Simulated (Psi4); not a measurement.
Property calculation, with input and output: AlH$_{2}$Br

The run: property calculation of AlH$_{2}$Br. Method and program: wB97M-V/def2-TZVPD, RKS (Psi4 1.11).

The geometry comes from this level: PBE0-D4/def2-TZVP.

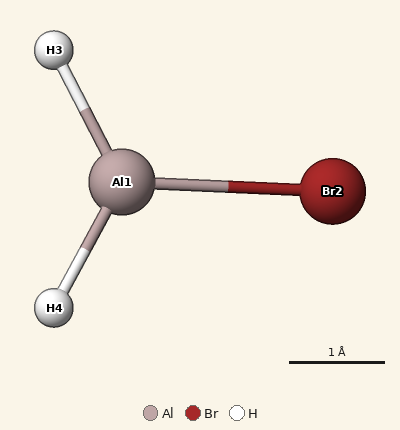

Figure 1. The structure as given in the input (ball-and-stick view, seen at a tilt; atoms are numbered from 1 in the order of the input). Sticks mark near contacts. Bond lengths as drawn: Al–Br 2.26 Å and Al–H 1.58 Å.

Key numbers:

| quantity | value |
| --- | --- |
| outcome | converged |
| total energy | −2817.673657 hartree |
| basis functions | 118 |
| HOMO | −10.47 eV |
| LUMO | −0.18 eV |
| dipole moment | 1.27 D |
| hardware | 1 thread of Intel Xeon (Sapphire Rapids), 128 GiB of memory available, shared host |
| wall time | 32 s |
| peak memory | 0.9 GiB |

Input file (input.inp):
```
memory 1.6 GB

molecule {
  Al    -0.148300    -0.064700    -0.110300
  Br     1.684900     0.496600     1.079700
  H     -0.561600    -1.584800    -0.139200
  H     -0.919700     1.092700    -0.850400
  symmetry c1
}

set basis def2-TZVPD
set puream true
set scf_type pk
set dft_radial_points 35
set dft_spherical_points 110

e_tot, wfn = energy('wb97m-v', return_wfn=True)
oeprop(wfn, 'DIPOLE', 'QUADRUPOLE', 'MULLIKEN_CHARGES', 'LOWDIN_CHARGES')
```

Command:
```bash
psi4 input.inp input.out -n 1
```

Output:
```
Psi4 1.11 release

   => Loading Basis Set <=

    Name: DEF2-TZVPD
    Role: ORBITAL
    Keyword: BASIS

         ---------------------------------------------------------
                                   SCF
                              RKS Reference
                        1 Threads,   1525 MiB Core
         ---------------------------------------------------------

  ==> Geometry <==

    Molecular point group: c1
    Full point group: C1

    Geometry (in Angstrom), charge = 0, multiplicity = 1:

       Center              X                  Y                   Z               Mass
    ------------   -----------------  -----------------  -----------------  -----------------
         AL          -1.329550355100    -0.407089936962    -0.863062133677    26.981538530000
         BR           0.503649644900     0.154210063038     0.326937866323    78.918337600000
         H           -1.742850355100    -1.927189936962    -0.891962133677     1.007825032230
         H           -2.100950355100     0.750310063038    -1.603162133677     1.007825032230

  Running in c1 symmetry.

  Rotational constants: A =      4.28723  B =      0.14804  C =      0.14309 [cm^-1]
  Rotational constants: A = 128528.01916  B =   4437.98018  C =   4289.85458 [MHz]
  Nuclear repulsion =  126.863328746982006

  Charge       = 0
  Multiplicity = 1
  Electrons    = 50
  Nalpha       = 25
  Nbeta        = 25

  ==> Algorithm <==

  SCF Algorithm Type is PK.
  DIIS enabled.
  MOM disabled.
  Fractional occupation disabled.
  Guess Type is SAD.
  Energy threshold   = 1.00e-06
  Density threshold  = 1.00e-06
  Integral threshold = 1.00e-12

  ==> Primary Basis <==

  Basis Set: DEF2-TZVPD
    Blend: DEF2-TZVPD
    Number of shells: 44
    Number of basis functions: 118
    Number of Cartesian functions: 132
    Spherical Harmonics?: true
    Max angular momentum: 3

  ==> DFT Potential <==

   => LibXC <=

    Version 7.1.2

   => Composite Functional: WB97M-V <=

    wB97M-V Hyb-GGA Exchange-Correlation Functional

    Deriv               =              1
    GGA                 =           TRUE
    Meta                =           TRUE

    Exchange Hybrid     =           TRUE
    MP2 Hybrid          =          FALSE

   => Exchange-Correlation Functionals <=

    1.0000   wB97M-V exchange-correlation functional

   => Exact (HF) Exchange <=

    0.8500            HF,LR [omega = 0.3000]
    0.1500               HF

   => LibXC Density Thresholds  <==

    XC_HYB_MGGA_XC_WB97M_V:  1.00E-13

   => VV10 Non-Local Parameters <=

    VV10 B              =     6.0000E+00
    VV10 C              =     1.0000E-02

   => Molecular Quadrature <=

    Radial Scheme          =       TREUTLER
    Pruning Scheme         =           NONE
    Nuclear Scheme         =       TREUTLER

    Blocking Scheme        =         OCTREE
    BS radius alpha        =              1
    Pruning alpha          =              1
    Radial Points          =             35
    Spherical Points       =            110
    Total Points           =          15211
    Total Blocks           =            153
    Max Points             =            256
    Max Functions          =            117
    Weights Tolerance      =       1.00E-15

  ==> Integral Setup <==

  Using in-core PK algorithm.
   Calculation information:
      Number of atoms:                   4
      Number of AO shells:              44
      Number of primitives:             85
      Number of atomic orbitals:       132
      Number of basis functions:       118

      Integral cutoff                 1.00e-12
      Number of threads:                 1

  Performing in-core PK
  Using 73952193 doubles for integral storage.
  We computed 448783 shell quartets total.
  Whereas there are 490545 unique shell quartets.

  Computing range-separated integrals for PK
  We computed 448783 wK shell quartets total.
  Whereas there are 490545 wK unique shell quartets.

  ==> DiskJK: Disk-Based J/K Matrices <==

    J tasked:                  Yes
    K tasked:                  Yes
    wK tasked:                 Yes
    Omega:               3.000E-01
    Memory [MiB]:             1033
    Schwarz Cutoff:          1E-12

  Cached 100.0% of DFT collocation blocks in 0.108 [GiB].

  Minimum eigenvalue in the overlap matrix is 7.0549937181E-04.
  Reciprocal condition number of the overlap matrix is 1.1478932799E-04.
    Using symmetric orthogonalization.

  ==> Pre-Iterations <==

  SCF Guess: Superposition of Atomic Densities via on-the-fly atomic UHF (no occupation information).

   -------------------------
    Irrep   Nso     Nmo
   -------------------------
     A        118     118
   -------------------------
    Total     118     118
   -------------------------

  ==> Iterations <==

                        Total Energy        Delta E     RMS |[F,P]|

   @RKS iter SAD: -2815.72157485965499   -2.81572e+03   0.00000e+00
   @RKS iter   1: -2817.36861782183587   -1.64704e+00   1.23518e-02 ADIIS/DIIS
   @RKS iter   2: -2817.47508990764936   -1.06472e-01   1.03012e-02 ADIIS/DIIS
   @RKS iter   3: -2817.67330439793523   -1.98214e-01   2.72575e-04 ADIIS/DIIS
   @RKS iter   4: -2817.67360856947334   -3.04172e-04   9.14522e-05 DIIS
   @RKS iter   5: -2817.67365407779926   -4.55083e-05   1.06705e-05 DIIS
   @RKS iter   6: -2817.67365668140883   -2.60361e-06   3.10905e-06 DIIS
   @RKS iter   7: -2817.67365691560599   -2.34197e-07   8.91447e-07 DIIS
  Energy and wave function converged.

  ==> Post-Iterations <==

   Electrons on quadrature grid:
      Ntotal   =   50.0004352569 ; deviation = 4.353e-04

    Orbital Energies [Eh]
    ---------------------

    Doubly Occupied:

       1A   -483.503397     2A    -62.802153     3A    -56.488830
       4A    -56.488005     5A    -56.487579     6A    -56.341084
       7A     -8.884523     8A     -6.666107     9A     -6.662897
      10A     -6.661446    11A     -4.325456    12A     -2.842968
      13A     -2.837210    14A     -2.834184    15A     -2.748538
      16A     -2.747548    17A     -2.746423    18A     -2.743948
      19A     -2.743740    20A     -0.886697    21A     -0.539442
      22A     -0.432879    23A     -0.432596    24A     -0.407268
      25A     -0.384853

    Virtual:

      26A     -0.006778    27A      0.023457    28A      0.039126
      29A      0.052703    30A      0.058477    31A      0.058917
      32A      0.062890    33A      0.083748    34A      0.105034
      35A      0.110953    36A      0.130613    37A      0.140451
      38A      0.166141    39A      0.173400    40A      0.199778
      41A      0.208559    42A      0.211334    43A      0.211364
      44A      0.214680    45A      0.223297    46A      0.250377
      47A      0.263565    48A      0.276299    49A      0.310449
      50A      0.325127    51A      0.344543    52A      0.349229
      53A      0.373311    54A      0.376418    55A      0.380349
      56A      0.390313    57A      0.447674    58A      0.475282
      59A      0.487976    60A      0.496506    61A      0.541969
      62A      0.547235    63A      0.551017    64A      0.570773
      65A      0.575572    66A      0.619205    67A      0.658422
      68A      0.690598    69A      0.696551    70A      0.835871
      71A      0.853599    72A      0.891482    73A      0.891782
      74A      0.898068    75A      0.917950    76A      0.947724
      77A      0.979056    78A      0.983565    79A      0.991370
      80A      1.002232    81A      1.086397    82A      1.177215
      83A      1.596683    84A      1.597045    85A      1.598328
      86A      1.598627    87A      1.615608    88A      1.625587
      89A      1.630571    90A      1.669594    91A      1.674828
      92A      1.767995    93A      1.803858    94A      1.814909
      95A      1.843047    96A      1.868269    97A      1.902472
      98A      1.903440    99A      1.920069   100A      2.081595
     101A      2.158034   102A      2.167523   103A      2.242958
     104A      2.293936   105A      2.389565   106A      2.557897
     107A      2.826324   108A      2.904090   109A      4.249596
     110A      4.253366   111A      4.263983   112A      4.298562
     113A      4.319585   114A      7.519993   115A      7.740199
     116A      9.327201   117A      9.553733   118A      9.645775

    Final Occupation by Irrep:
              A
    DOCC [    25 ]
    NA   [    25 ]
    NB   [    25 ]

  @RKS Final Energy: -2817.67365691560599

   => Energetics <=

    Nuclear Repulsion Energy =            126.8633287469820061
    One-Electron Energy =               -4173.7353746945173043
    Two-Electron Energy =                1316.6192554102856320
    DFT Exchange-Correlation Energy =     -87.6306317738339544
    Empirical Dispersion Energy =           0.0000000000000000
    VV10 Nonlocal Energy =                  0.2097653954778070
    Total Energy =                      -2817.6736569156059886

Computation Completed

Properties will be evaluated at   0.000000,   0.000000,   0.000000 [a0]

Properties computed using the SCF density matrix

 Multipole Moments:

 ------------------------------------------------------------------------------------
     Multipole            Electronic (a.u.)      Nuclear  (a.u.)        Total (a.u.)
 ------------------------------------------------------------------------------------

 L = 1.  Multiply by 2.5417464519 to convert [e a0] to [Debye]
 Dipole X            :          6.2087639           -6.6144529           -0.4056890
 Dipole Y            :          1.9009741           -2.0252135           -0.1242394
 Dipole Z            :          4.0302931           -4.2936594           -0.2633662
 Magnitude           :                                                    0.4993804

 ------------------------------------------------------------------------------------

	total time  =         30 seconds =       0.50 minutes

Properties will be evaluated at   0.000000,   0.000000,   0.000000 [a0]
OEProp: No title given, name of density matrix used for the following properties is 'SCF density'

 Multipole Moments:

 ------------------------------------------------------------------------------------
     Multipole            Electronic (a.u.)      Nuclear  (a.u.)        Total (a.u.)
 ------------------------------------------------------------------------------------

 L = 1.  Multiply by 2.5417464519 to convert [e a0] to [Debye]
 Dipole X            :          6.2087639           -6.6144529           -0.4056890
 Dipole Y            :          1.9009741           -2.0252135           -0.1242394
 Dipole Z            :          4.0302931           -4.2936594           -0.2633662
 Magnitude           :                                                    0.4993804

 L = 2.  Multiply by 1.3450342976 to convert [e a0^2] to [Debye ang]
 Quadrupole XX       :       -163.9776431          140.3781207          -23.5995224
 Quadrupole XY       :        -41.0649210           41.1994442            0.1345232
 Quadrupole XZ       :        -92.4271177           91.4306686           -0.9964491
 Quadrupole YY       :        -52.2910768           25.9392903          -26.3517865
 Quadrupole YZ       :        -23.6498466           24.4552998            0.8054532
 Quadrupole ZZ       :        -83.0087965           59.9589262          -23.0498703
 Traceless XX        :        -64.2184709           64.9526750            0.7342041
 Traceless YY        :         47.4680953          -49.4861554           -2.0180601
 Traceless ZZ        :         16.7503756          -15.4665196            1.2838561

 ------------------------------------------------------------------------------------
  Mulliken Charges: (a.u.)
   Center  Symbol    Alpha    Beta     Spin     Total
       1    AL     6.28781  6.28781  0.00000  0.42438
       2    BR    17.59929 17.59929  0.00000 -0.19859
       3     H     0.55645  0.55645  0.00000 -0.11290
       4     H     0.55645  0.55645  0.00000 -0.11290

   Total alpha = 25.00000, Total beta = 25.00000, Total charge =  0.00000

  Lowdin Charges: (a.u.)
   Center  Symbol    Alpha    Beta     Spin     Total
       1    AL     6.43254  6.43254  0.00000  0.13492
       2    BR    17.41384 17.41384  0.00000  0.17232
       3     H     0.57681  0.57681  0.00000 -0.15362
       4     H     0.57681  0.57681  0.00000 -0.15361

  Total alpha = 25.00000, Total beta = 25.00000, Total charge =  0.00000

    Psi4 run time: 0:00:30.33
```

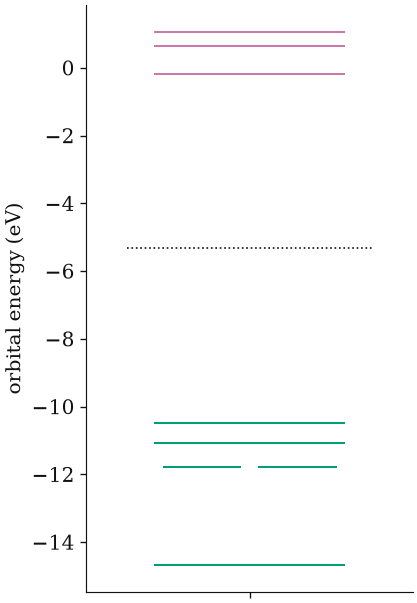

Figure 2. Orbital energies near the frontier; the dotted line parts filled from empty levels, and levels within 0.02 eV of each other stand side by side. Highest filled −10.47 eV, lowest empty −0.18 eV, 10.29 eV apart.

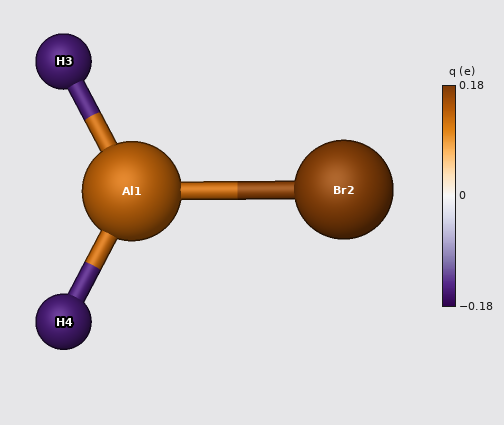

Figure 3. Löwdin charges, as the colour of each atom (ball-and-stick view, seen on its broad side; atoms are numbered from 1 in the order of the input). By element: Al +0.13, Br +0.17 and H −0.15 e.
